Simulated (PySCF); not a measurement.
C4H4F4

The calculation's input:

```
{"job": {"kind": "nmr", "xc": "PBE0", "basis": "pcSseg-1"}, "charge": 0, "multiplicity": 1}
F      2.935406     0.571481     1.146716
C      1.740248     0.784310     0.616764
F      1.454080     2.080060     0.663844
C      0.963035    -0.152663     0.112455
C     -0.377680     0.124565    -0.488562
C     -1.483845    -0.594789     0.279913
F     -2.684117    -0.352394    -0.295319
F     -1.304466    -1.936109     0.233662
H      1.308605    -1.173755     0.133775
H     -0.402785    -0.241902    -1.518275
H     -0.597711     1.192313    -0.485334
H     -1.549571    -0.301802     1.339054
```

Run with:

```sh
OMP_NUM_THREADS=1 python probes_run.py task.json out
```

Geometry: GFN2-xTB.

These are results of PySCF, PBE0/pcSseg-1, SCF density, gas phase, non-relativistic, not measurements.

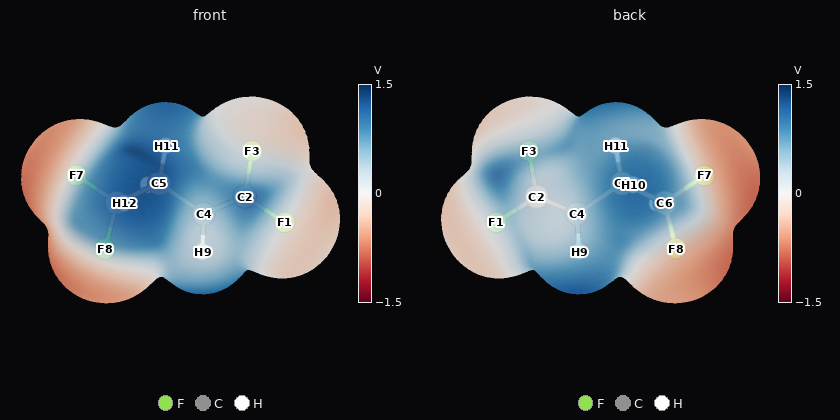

Figure 1. The molecular electrostatic potential painted on the density surface at 0.002 e/bohr³, seen from the front and from behind; red is negative and blue positive.

Q: Describe the electrostatic potential map.

A: The most negative region (about −0.8 V) lies over F7 and F8, the most positive (about +1.3 V) over C5, C6 and H12.

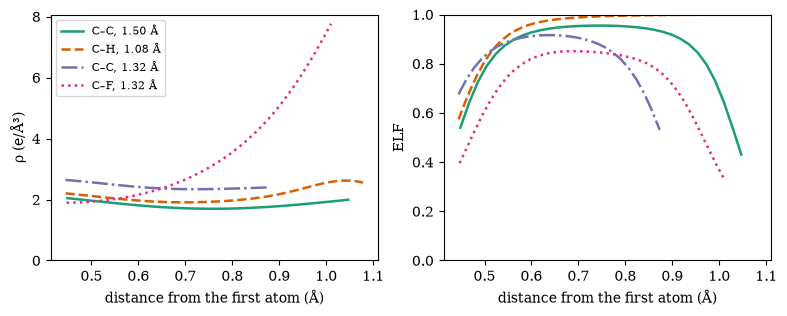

Figure 2. Total electron density and electron localisation function along straight lines between neighbouring atoms. The curves leave out the atomic cores.

Q: What can be read from the curves?

A: C–C (1.50 Å): the density is about 1.7 e/Å³ at the midpoint; the ELF peaks at about 0.95 between the atoms, as expected for a shared electron pair.
C–H (1.08 Å): the density is about 2.1 e/Å³ at the midpoint; the ELF climbs to about 1 towards the hydrogen, as it does in any bond to H: a covalent bond by its length.
C–C (1.32 Å): ρ is about 2.4 e/Å³ halfway; the ELF peaks at about 0.90 between the atoms (a short, multiple covalent bond).
C–F (1.32 Å): the density is about 2.4 e/Å³ at the midpoint; the ELF peaks at about 0.85 between the atoms, as expected for a polar covalent bond.
